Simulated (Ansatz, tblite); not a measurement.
# The cluster B10+: rung by rung

Aim: run the doublet of the cluster B10+ at one geometry on many levels, and compare frontier levels, spin and run time.

Computed with Ansatz 0.2.0, Gaussian basis. Level: as each input shows.

Levels to be run: GFN1-xTB, GFN2-xTB, PBE-D4/def2-TZVP, r2SCAN-D4/def2-TZVP, B97M-V/def2-TZVP, CAM-B3LYP-D4/def2-TZVP, PBE-D4/def2-SVP, PBE0-D4/def2-SVP, HF/STO-3G, CCSD(T)/def2-SVP, MP2/def2-TZVP.

2 further runs of the same task are left out: 2 set aside as unsound or not needed. Runs told in other sessions of the task aren't counted.

**1. The geometry**

The doublet was relaxed beforehand with PBE0-D4/def2-SVP. At that level it is the lowest of the isomers that a small search found.

10 atoms, charge 1, spin multiplicity 2.

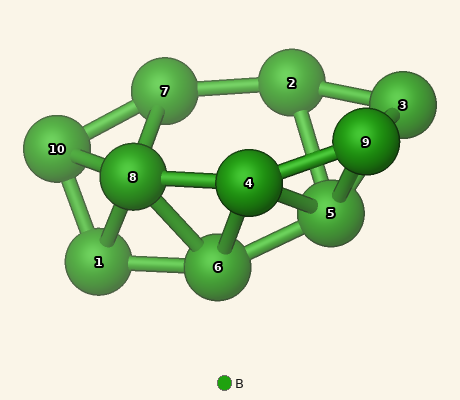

The structure; boron green; atoms are numbered from 1 in the order of the file.

The ion is computed in the gas phase, without counter-ions or solvent.

PBE0-D4/def2-TZVP was run before; its log isn't repeated, and its numbers join the tables.

**2. GFN1-xTB**

Tight binding, by tblite at 300 K electronic temperature and without a spin-polarisation term:

```python
tblite.interface.Calculator('GFN1-xTB', numbers, positions, charge=1, uhf=1).singlepoint()
```

Energy -363.7361 eV; 0.006 s.

**3. GFN2-xTB**

Tight binding, by tblite at 300 K electronic temperature and without a spin-polarisation term:

```python
tblite.interface.Calculator('GFN2-xTB', numbers, positions, charge=1, uhf=1).singlepoint()
```

Energy -312.5464 eV; 0.008 s.

**4. PBE-D4/def2-TZVP**

start.molden holds the orbitals of an earlier run on this state, given as this run's starting guess.

in.yaml

```yaml
crystal:
  periodic: [false, false, false]
  atoms:
    - {symbol: B, position_ang: [-0.269552, -1.995873, -0.886718]}
    - {symbol: B, position_ang: [-0.860437, 1.238659, -0.051612]}
    - {symbol: B, position_ang: [0.270795, 2.337469, -0.061896]}
    - {symbol: B, position_ang: [1.026955, -0.004621, 0.818606]}
    - {symbol: B, position_ang: [0.810604, 0.903233, -0.742396]}
    - {symbol: B, position_ang: [0.670149, -0.701143, -0.893211]}
    - {symbol: B, position_ang: [-1.467902, -0.266136, 0.178845]}
    - {symbol: B, position_ang: [-0.002312, -1.244559, 0.698644]}
    - {symbol: B, position_ang: [1.275834, 1.575186, 0.839226]}
    - {symbol: B, position_ang: [-1.454135, -1.842216, 0.100523]}
basis:
  gaussian: {orbitals: def2-TZVP, initial_orbitals: start.molden}
total_charge: 1
magnetization: {spin_polarized: true, initial_magnetization: 1}
hamiltonian: {xc: pbe, dispersion: d4}
scf: {omitted_lower_state_checks: [starts]}
output: {orbitals: {seedname: orbitals}}
```

Started as:

```bash
ansatz run in.yaml --threads 4 --pin off --events-out ev --progress --plain --max-ram 6963MiB
```

Standard output:

```text
Functional definition: PBE
  name "PBE"
  cite "Perdew, Burke & Ernzerhof, Phys. Rev. Lett. 77, 3865 (1996) doi:10.1103/PhysRevLett.77.3865"
  parent pbe
  parameter kappa = 0.804
  parameter beta = 0.06672455060314922
  exchange = pbe_x(kappa = kappa, mu = beta*pi^2/3)
  correlation = pbe_c(beta = beta)
these checks for a lower state are left out or cut short: starts
1690 factors; their error is unknown
mean field evaluation 1: about -6737.0733 eV, gradient 6.5e0 eV
mean field evaluation 2: about -6737.2236 eV, gradient 2.1e-1 eV
mean field evaluation 4: about -6737.1959 eV, gradient 4.7e-3 eV
mean field evaluation 8: about -6737.1959 eV, gradient 9.8e-6 eV
mean field -6737.19585400 eV, -247.5873809990 hartree, gradient 9.8e-6 eV, S^2 0.758268; 0 other end points of the search recorded, 0 dependent functions left out
reference -6737.19590507 eV, -247.5873828760 hartree; 25, 24 occupied and 285, 286 virtual orbitals, 1690 factors
Total energy: -6737.60607683 eV, -247.6024564100 hartree
Checks for a lower state left out: starts
```

Run time: 9.5 s. Hardware: 4 threads of Arm Neoverse V1, shared host; peak memory 0.61 GiB.

Report: HOMO -10.69 eV, LUMO -10.15 eV (over both spins); ⟨S²⟩ 0.758 (pure: 0.75).

**5. r2SCAN-D4/def2-TZVP**

Changes to in.yaml since step 4:

```diff
@@ -17,3 +17,3 @@
 magnetization: {spin_polarized: true, initial_magnetization: 1}
-hamiltonian: {xc: pbe, dispersion: d4}
+hamiltonian: {xc: r2scan, dispersion: d4}
 scf: {omitted_lower_state_checks: [starts]}
```

Launched as before.

Standard output:

```text
Functional definition: r2SCAN
  name "r2SCAN"
  cite "Furness, Kaplan, Ning, Perdew & Sun, J. Phys. Chem. Lett. 11, 8208 (2020) doi:10.1021/acs.jpclett.0c02405"
  cite "Furness, Kaplan, Ning, Perdew & Sun, J. Phys. Chem. Lett. 11, 9248 (2020) doi:10.1021/acs.jpclett.0c03077"
  parent r2scan
  parameter k0 = 0.174
  parameter k1 = 0.065
  parameter a1 = 4.9479
  exchange = r2scan_x(k0 = k0, k1 = k1, a1 = a1)
  correlation = r2scan_c
these checks for a lower state are left out or cut short: starts
1690 factors; their error is unknown
mean field evaluation 1: about -6743.2824 eV, gradient 4.1e0 eV
mean field evaluation 2: about -6743.3471 eV, gradient 9.5e-2 eV
mean field evaluation 4: about -6743.3281 eV, gradient 2.3e-3 eV
mean field evaluation 8: about -6743.3281 eV, gradient 1.4e-5 eV
mean field -6743.32806602 eV, -247.8127356343 hartree, gradient 1.4e-5 eV, S^2 0.780523; 0 other end points of the search recorded, 0 dependent functions left out
reference -6743.32808919 eV, -247.8127364857 hartree; 25, 24 occupied and 285, 286 virtual orbitals, 1690 factors
Total energy: -6743.41824383 eV, -247.8160496077 hartree
Checks for a lower state left out: starts
```

Wall time 25 s (4 threads of Arm Neoverse V1, shared host); peak memory 0.7 GiB.

From the report: HOMO -10.91 eV, LUMO -9.91 eV (over both spins); ⟨S²⟩ 0.781 (pure: 0.75).

**6. B97M-V/def2-TZVP**

Changes to in.yaml since step 5:

```diff
@@ -17,4 +17,4 @@
 magnetization: {spin_polarized: true, initial_magnetization: 1}
-hamiltonian: {xc: r2scan, dispersion: d4}
+hamiltonian: {xc: {name: B97M-V}}
 scf: {omitted_lower_state_checks: [starts]}
-output: {orbitals: {seedname: orbitals}}
+output: {forces: true, orbitals: {seedname: orbitals}}
```

Same command.

Standard output, cut to the lines that bear on the results:

```text
Functional definition: B97M-V
  name "B97M-V"
  cite "Mardirossian & Head-Gordon, J. Chem. Phys. 142, 074111 (2015) doi:10.1063/1.4907719"
  cite "Becke, J. Chem. Phys. 107, 8554 (1997) doi:10.1063/1.475007"
  cite "Vydrov & Van Voorhis, J. Chem. Phys. 133, 244103 (2010) doi:10.1063/1.3521275"
  # Of w^i u^j: cxij and so on, Table III.
[...]
  gx(w, u) = cx00 + cx01*u + cx02*u^2 + (cx10 + cx11*u)*w
  gss(w, u) = css00 + css02*u^2 + css10*w + (css32*w^3 + css42*w^4)*u^2
  gos(w, u) = cos00 + cos01*u + cos03*u^3 + cos10*w + cos32*w^3*u^2
[...]
      + integral(e_c_pw_mod_opposite_spin*gos(b97_w_opposite, b97_u_opposite)) + vv10(b, c)
[...]
1690 factors; their error is unknown
[...]
mean field -6752.05778351 eV, -248.1335468350 hartree, gradient 1.2e-5 eV, S^2 0.764335; 0 other end points of the search recorded, 0 dependent functions left out
[...]
Atom 1 at    -0.860437     1.238659    -0.051612 Å, force     0.094897    -0.199665     0.044569 eV/Å
Atom 2 at     0.270795     2.337469    -0.061896 Å, force     0.045824    -0.553246     0.145666 eV/Å
Atom 3 at     1.026955    -0.004621     0.818606 Å, force    -0.165323     0.031492    -0.067368 eV/Å
Atom 4 at     0.810604     0.903233    -0.742396 Å, force    -0.150780    -0.294157     0.165448 eV/Å
Atom 5 at     0.670149    -0.701143    -0.893211 Å, force    -0.140474     0.106117     0.061454 eV/Å
Atom 6 at    -1.467902    -0.266136     0.178845 Å, force     0.200148     0.073633    -0.065508 eV/Å
Atom 7 at    -0.002312    -1.244559     0.698644 Å, force     0.063454     0.325350    -0.142546 eV/Å
Atom 8 at     1.275834     1.575186     0.839226 Å, force    -0.292292    -0.156764    -0.249220 eV/Å
Atom 9 at    -1.454135    -1.842216     0.100523 Å, force     0.424492     0.359340    -0.156998 eV/Å
Dipole moment:     0.149041    -0.062400    -0.001856 e Å
Checks for a lower state left out: starts
```

Wall time 41 s (4 threads of Arm Neoverse V1, shared host); peak memory 0.85 GiB.

From the report: HOMO -10.66 eV, LUMO -9.90 eV (over both spins); ⟨S²⟩ 0.764 (pure: 0.75).

**7. CAM-B3LYP-D4/def2-TZVP**

Changes to in.yaml since step 6:

```diff
@@ -17,4 +17,4 @@
 magnetization: {spin_polarized: true, initial_magnetization: 1}
-hamiltonian: {xc: {name: B97M-V}}
+hamiltonian: {xc: {name: CAM-B3LYP}, dispersion: d4}
 scf: {omitted_lower_state_checks: [starts]}
-output: {forces: true, orbitals: {seedname: orbitals}}
+output: {orbitals: {seedname: orbitals}}
```

The command is unchanged.

Standard output, cut to the lines that bear on the results:

```text
Functional definition: CAM-B3LYP
  name "CAM-B3LYP"
  cite "Yanai, Tew & Handy, Chem. Phys. Lett. 393, 51 (2004) doi:10.1016/j.cplett.2004.06.011"
  cite "Iikura, Tsuneda, Yanai & Hirao, J. Chem. Phys. 115, 3540 (2001) doi:10.1063/1.1383587"
  cite "Becke, Phys. Rev. A 38, 3098 (1988) doi:10.1103/PhysRevA.38.3098"
  cite "Lee, Yang & Parr, Phys. Rev. B 37, 785 (1988) doi:10.1103/PhysRevB.37.785"
  cite "Vosko, Wilk & Nusair, Can. J. Phys. 58, 1200 (1980) doi:10.1139/p80-159"
[...]
  # Exact exchange under (alpha + beta erf(omega r))/r, Becke's under what is left of 1/r.
[...]
1690 factors; their error is unknown
510 factors; integrals over basis functions are off by at most 5.5e-6 eV
[...]
mean field -6740.85827723 eV, -247.7219725703 hartree, gradient 2.4e-5 eV, S^2 0.778563; 0 other end points of the search recorded, 0 dependent functions left out
reference -6740.85841155 eV, -247.7219775066 hartree; 25, 24 occupied and 285, 286 virtual orbitals, 1690 factors
Total energy: -6741.21460732 eV, -247.7350674595 hartree
Checks for a lower state left out: starts
```

Wall time 25 s (4 threads of Arm Neoverse V1, shared host); peak memory 1.7 GiB.

Report: HOMO -12.53 eV, LUMO -8.26 eV (over both spins); ⟨S²⟩ 0.779 (pure: 0.75).

**8. PBE-D4/def2-SVP**

Changes to in.yaml since step 7:

```diff
@@ -14,6 +14,6 @@
 basis:
-  gaussian: {orbitals: def2-TZVP, initial_orbitals: start.molden}
+  gaussian: {orbitals: def2-SVP, initial_orbitals: start.molden}
 total_charge: 1
 magnetization: {spin_polarized: true, initial_magnetization: 1}
-hamiltonian: {xc: {name: CAM-B3LYP}, dispersion: d4}
+hamiltonian: {xc: pbe, dispersion: d4}
 scf: {omitted_lower_state_checks: [starts]}
```

The command is unchanged.

Standard output:

```text
Functional definition: PBE
  name "PBE"
  cite "Perdew, Burke & Ernzerhof, Phys. Rev. Lett. 77, 3865 (1996) doi:10.1103/PhysRevLett.77.3865"
  parent pbe
  parameter kappa = 0.804
  parameter beta = 0.06672455060314922
  exchange = pbe_x(kappa = kappa, mu = beta*pi^2/3)
  correlation = pbe_c(beta = beta)
these checks for a lower state are left out or cut short: starts
1540 factors; their error is unknown
mean field evaluation 1: about -6730.2995 eV, gradient 4.3e0 eV
mean field evaluation 2: about -6730.4488 eV, gradient 1.8e-1 eV
mean field evaluation 4: about -6730.3920 eV, gradient 2.2e-3 eV
mean field -6730.39202868 eV, -247.3373450304 hartree, gradient 1.3e-5 eV, S^2 0.757778; 0 other end points of the search recorded, 0 dependent functions left out
reference -6730.39207070 eV, -247.3373465747 hartree; 25, 24 occupied and 115, 116 virtual orbitals, 1540 factors
Total energy: -6730.80224246 eV, -247.3524201087 hartree
Checks for a lower state left out: starts
```

Run time: 3.6 s. Hardware: 4 threads of Arm Neoverse V1, shared host.

From the report: HOMO -10.70 eV, LUMO -10.17 eV (over both spins); ⟨S²⟩ 0.758 (pure: 0.75).

**9. PBE0-D4/def2-SVP**

Changes to in.yaml since step 8:

```diff
@@ -17,3 +17,3 @@
 magnetization: {spin_polarized: true, initial_magnetization: 1}
-hamiltonian: {xc: pbe, dispersion: d4}
+hamiltonian: {xc: pbe0, dispersion: d4}
 scf: {omitted_lower_state_checks: [starts]}
```

Launched as before.

Standard output:

```text
Functional definition: PBE0
  name "PBE0"
  cite "Adamo & Barone, J. Chem. Phys. 110, 6158 (1999) doi:10.1063/1.478522"
  cite "Perdew, Burke & Ernzerhof, Phys. Rev. Lett. 77, 3865 (1996) doi:10.1103/PhysRevLett.77.3865"
  parent pbe
  parameter a = 0.25
  parameter kappa = 0.804
  parameter beta = 0.06672455060314922
  exchange = (1 - a)*pbe_x(kappa = kappa, mu = beta*pi^2/3) + a*exact_x
  correlation = pbe_c(beta = beta)
these checks for a lower state are left out or cut short: starts
1540 factors; their error is unknown
mean field evaluation 1: about -6731.1812 eV, gradient 2.9e0 eV
mean field evaluation 2: about -6731.2446 eV, gradient 5.8e-2 eV
mean field evaluation 4: about -6731.2249 eV, gradient 4.3e-4 eV
mean field -6731.22492037 eV, -247.3679532353 hartree, gradient 1.4e-5 eV, S^2 0.770213; 0 other end points of the search recorded, 0 dependent functions left out
reference -6731.22495153 eV, -247.3679543804 hartree; 25, 24 occupied and 115, 116 virtual orbitals, 1540 factors
Total energy: -6731.57093192 eV, -247.3806689253 hartree
Checks for a lower state left out: starts
```

It took 5.5 s on 4 threads of Arm Neoverse V1, shared host.

HOMO -11.55 eV, LUMO -9.39 eV (over both spins); ⟨S²⟩ 0.770 (pure: 0.75).

**10. HF/STO-3G**

Changes to in.yaml since step 9:

```diff
@@ -14,6 +14,6 @@
 basis:
-  gaussian: {orbitals: def2-SVP, initial_orbitals: start.molden}
+  gaussian: {orbitals: STO-3G}
 total_charge: 1
 magnetization: {spin_polarized: true, initial_magnetization: 1}
-hamiltonian: {xc: pbe0, dispersion: d4}
+hamiltonian: {xc: hf}
 scf: {omitted_lower_state_checks: [starts]}
```

Same command.

Standard output:

```text
Functional definition: HF
  name "HF"
  cite "Fock, Z. Phys. 61, 126 (1930) doi:10.1007/BF01340294"
  parent pbe
  exchange = exact_x
  correlation = 0
these checks for a lower state are left out or cut short: starts
670 factors; integrals over basis functions are off by at most 2.0e-4 eV
mean field evaluation 1: about -6606.3395 eV, gradient 1.8e1 eV
mean field evaluation 2: about -6606.5090 eV, gradient 1.8e1 eV
mean field evaluation 4: about -6612.0782 eV, gradient 3.4e0 eV
mean field evaluation 8: about -6612.2620 eV, gradient 3.1e-1 eV
mean field evaluation 16: about -6612.2930 eV, gradient 1.2e0 eV
mean field -6612.36567911 eV, -242.9999566848 hartree, gradient 2.2e-5 eV, S^2 1.475339; 0 other end points of the search recorded, 0 dependent functions left out
reference -6612.36567911 eV, -242.9999566848 hartree; 25, 24 occupied and 25, 26 virtual orbitals, 670 factors
Total energy: -6612.36567911 eV, -242.9999566848 hartree
Checks for a lower state left out: starts
```

It took 0.7 s on 4 threads of Arm Neoverse V1, shared host.

Report: HOMO -11.49 eV, LUMO -3.41 eV (over both spins); ⟨S²⟩ 1.475 (pure: 0.75). Doubts: spin contamination.

**11. CCSD(T)/def2-SVP**

Changes to in.yaml since step 10:

```diff
@@ -14,7 +14,7 @@
 basis:
-  gaussian: {orbitals: STO-3G}
+  gaussian: {orbitals: def2-SVP, initial_orbitals: start.molden}
 total_charge: 1
 magnetization: {spin_polarized: true, initial_magnetization: 1}
-hamiltonian: {xc: hf}
-scf: {omitted_lower_state_checks: [starts]}
+correlation: {method: ccsd_t}
+scf: {omitted_lower_state_checks: [starts, cluster_reference]}
 output: {orbitals: {seedname: orbitals}}
```

Same command.

Standard output, cut to the lines that bear on the results:

```text
Functional definition: HF
  name "HF"
  cite "Fock, Z. Phys. 61, 126 (1930) doi:10.1007/BF01340294"
  parent pbe
[...]
1440 factors; integrals over basis functions are off by at most 8.2e-4 eV
[...]
mean field -6693.11753105 eV, -245.9675325081 hartree, gradient 2.8e-6 eV, S^2 0.925032; 0 other end points of the search recorded, 0 dependent functions left out
10 core orbitals not correlated: weight in the atoms' cores, before any rotation towards them, 1.000 or more for the frozen orbitals, at most 0.000 for the correlated occupied ones
reference -6693.11753105 eV, -245.9675325081 hartree; 15, 14 occupied and 115, 116 virtual orbitals, 1440 factors
second order -21.83604719 eV of doubles, -0.00000000 eV of singles
cycle   1  -21.14380508 eV  change    6.9e-1 eV  update   1.9e-1
[...]
cycle  15  -22.34072923 eV  change    1.9e-5 eV  update   2.8e-5
perturbative correction -1.87524689 eV, -0.0689140521 hartree
Total energy: -6717.33350717 eV, -246.8574532162 hartree
Checks for a lower state left out: starts, cluster_reference
```

It took 85 s on 4 threads of Arm Neoverse V1, shared host; peak memory 2.4 GiB.

Report: Hartree-Fock HOMO -13.36 eV, LUMO -5.79 eV (over both spins); ⟨S²⟩ 0.925 (pure: 0.75); T1 0.034. Doubts: spin contamination.

**12. MP2/def2-TZVP**

Changes to in.yaml since step 11:

```diff
@@ -14,7 +14,7 @@
 basis:
-  gaussian: {orbitals: def2-SVP, initial_orbitals: start.molden}
+  gaussian: {orbitals: def2-TZVP, initial_orbitals: start.molden}
 total_charge: 1
 magnetization: {spin_polarized: true, initial_magnetization: 1}
-correlation: {method: ccsd_t}
-scf: {omitted_lower_state_checks: [starts, cluster_reference]}
+correlation: {method: mp2}
+scf: {omitted_lower_state_checks: [starts]}
 output: {orbitals: {seedname: orbitals}}
```

The command is unchanged.

Standard output:

```text
Functional definition: HF
  name "HF"
  cite "Fock, Z. Phys. 61, 126 (1930) doi:10.1007/BF01340294"
  parent pbe
  exchange = exact_x
  correlation = 0
these checks for a lower state are left out or cut short: starts
1940 factors; integrals over basis functions are off by at most 5.5e-4 eV
mean field evaluation 1: about -6698.9967 eV, gradient 1.8e1 eV
mean field evaluation 2: about -6700.1125 eV, gradient 1.2e0 eV
mean field evaluation 4: about -6700.1713 eV, gradient 1.4e-2 eV
mean field evaluation 8: about -6700.1845 eV, gradient 2.2e-6 eV
mean field -6700.18448296 eV, -246.2272382005 hartree, gradient 2.5e-6 eV, S^2 0.936947; 0 other end points of the search recorded, 0 dependent functions left out
10 core orbitals not correlated: weight in the atoms' cores, before any rotation towards them, 1.000 or more for the frozen orbitals, at most 0.000 for the correlated occupied ones
reference -6700.18448296 eV, -246.2272382005 hartree; 15, 14 occupied and 285, 286 virtual orbitals, 1940 factors
second order -25.45714528 eV of doubles, -0.00000000 eV of singles
Total energy: -6725.64162823 eV, -247.1627710339 hartree
Checks for a lower state left out: starts
```

It took 27 s on 4 threads of Arm Neoverse V1, shared host; peak memory 1.3 GiB.

From the report: Hartree-Fock HOMO -13.30 eV, LUMO -5.67 eV (over both spins); ⟨S²⟩ 0.937 (pure: 0.75). Doubts: spin contamination.

**13. Comparison**

```tsv
level	functions	HOMO (eV)	LUMO (eV)	gap (eV)	⟨S²⟩	time
HF/STO-3G	50	-11.49	-3.41	8.08	1.475	0.7 s
PBE-D4/def2-SVP	140	-10.70	-10.17	0.53	0.758	3.6 s
PBE-D4/def2-TZVP	310	-10.69	-10.15	0.54	0.758	9.5 s
r2SCAN-D4/def2-TZVP	310	-10.91	-9.91	1.00	0.781	25 s
B97M-V/def2-TZVP	310	-10.66	-9.90	0.75	0.764	41 s
PBE0-D4/def2-SVP	140	-11.55	-9.39	2.15	0.770	5.5 s
PBE0-D4/def2-TZVP	310	-11.52	-9.35	2.17	0.771	19 s
CAM-B3LYP-D4/def2-TZVP	310	-12.53	-8.26	4.27	0.779	25 s
```

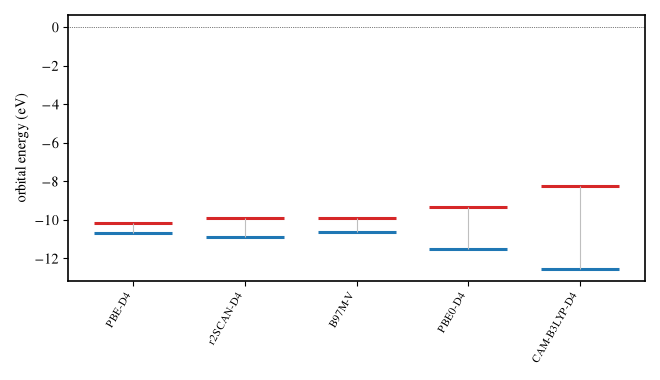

Highest filled (blue) and lowest empty (red) level in def2-TZVP, over both spins.

Energy pieces by basis (eV):

```tsv
basis	HF	MP2 correlation	CCSD correlation	(T)	total
def2-SVP	-6693.1175	-21.8360	-22.3407	-1.8752	-6717.3335
def2-TZVP	-6700.1845	-25.4571			-6725.6416 (MP2)
```

**14. Summary of results**

```
                                                  quantity                                     value
 gap in def2-TZVP, named functionals, smallest and largest  0.54 eV (PBE-D4), 4.27 eV (CAM-B3LYP-D4)
                      correlation energy, CCSD(T)/def2-SVP                                 -24.22 eV
                         correlation energy, MP2/def2-TZVP                                 -25.46 eV
⟨S²⟩ in def2-TZVP, named functionals, smallest and largest                              0.758, 0.781
           PBE0 total energy, smallest basis above largest             6.78 eV (def2-SVP, def2-TZVP)
```

What this shows: Over the named functionals in def2-TZVP the gap runs from 0.54 eV (PBE-D4) to 4.27 eV (CAM-B3LYP-D4); exact exchange widens it. Over the named functionals in def2-TZVP spin contamination reaches 0.03 (r2SCAN-D4), which is small. Notes on CCSD(T)/def2-SVP: spin contamination.

The slowest run with a step of its own, CCSD(T)/def2-SVP, took 85 s; the quickest functional in def2-TZVP took 9.5 s (shared host).
